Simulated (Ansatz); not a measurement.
Relaxed Ta$_{2}$C (space group P-3m1):

```yaml
crystal:
  lattice:
    - [6.15240, 0.00000, 0.00000]
    - [-1.53810, 2.66407, 0.00000]
    - [0.00000, 0.00000, 4.89012]
  atoms:
    - { symbol: Ta, position: [0.16667, 0.66667, 0.25323] }
    - { symbol: Ta, position: [0.66667, 0.66667, 0.25323] }
    - { symbol: Ta, position: [0.33333, 0.33333, 0.74677] }
    - { symbol: Ta, position: [0.83333, 0.33333, 0.74677] }
    - { symbol: C, position: [0.00000, 0.00000, 0.00000] }
    - { symbol: C, position: [0.50000, 0.00000, 0.00000] }
```

The atoms are displaced by Q × the pattern below (from a DFPT mode at M = (0.5, 0.0, 0.0), largest move 1; Q in Å), at fixed cell. (q is in reciprocal vectors of the primitive cell; the cell shown is doubled to hold the pattern.)

```
atom       x       y       z
----  ------  ------  ------
Ta1    0.006   0.003  -0.015
Ta2   -0.006  -0.003   0.015
Ta3   -0.006  -0.003   0.015
Ta4    0.006   0.003  -0.015
C5     0.864   0.499   0.066
C6    -0.864  -0.499  -0.066
```

All values below come from LDA (plane waves to 420 eV, PAW, scalar-relativistic; Ansatz, an electronic-structure program). k mesh 17×17×10 (Γ-centred), Fermi-Dirac smearing 0.05 eV. The energy includes the smearing's −TS. With partly filled bands, energies and forces of such displacements shift with the k mesh and the smearing. Spin-orbit coupling is left out, though Ta is heavy. Ta2C is run without spin polarisation. Ta2C was relaxed with its symmetry unable to fall. ΔE is measured from the undisplaced structure.

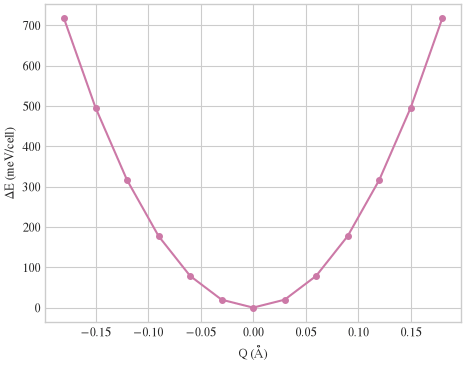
ΔE (meV/cell) against Q (Å); one marker a computed point.

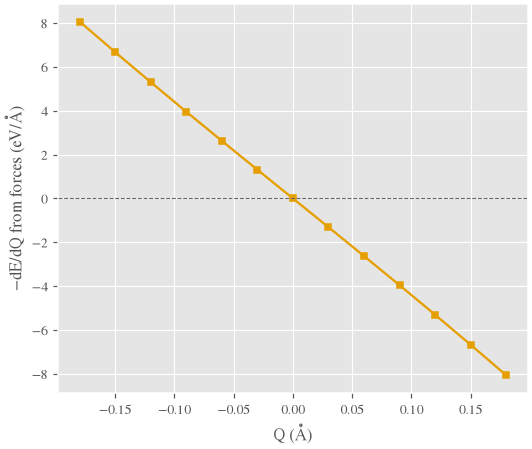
Fig. 1. −dE/dQ from forces (eV/Å) against Q (Å); one marker a computed point.

The energy at Q = 0.180 Å is 717 meV/cell. Space group of the distorted cell: P2_1/m (No. 11), lowered from P-3m1. Harmonic wavenumber from the curvature (finite differences): 700 cm⁻¹. Symmetry of the curve: even: the same for both signs. Wavenumber by perturbation theory (DFPT, on another k mesh): 700 cm⁻¹.

E″ = 43.63 eV/Å², M = Σ mᵢ|uᵢ|² = 24.2 u, ν̃ = 521.5·√(|E″|/M).

(For displaced atoms, the force is minus the slope of the energy, and its curvature is a force constant, which sets phonon frequencies.)
